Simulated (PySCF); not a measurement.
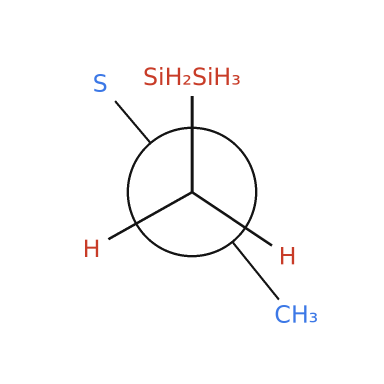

A Newman projection along the Si–C bond, silicon in front; angles are drawn as computed, but eclipsed bonds slightly apart. The geometry was computed by an optimisation with PBE0-D3(BJ)/def2-SVP. No frequency run is at hand to confirm it as a minimum.

Question: Which molecule is it?

Answer: C2H10SSi3, CC(=S)[SiH2][SiH2][SiH3]

Question: What is the torsion angle from the front SiH2SiH3 to the back S? The sign is positive where the front bond must turn clockwise to cover the back bond.

Answer: −40°, synclinal (gauche).
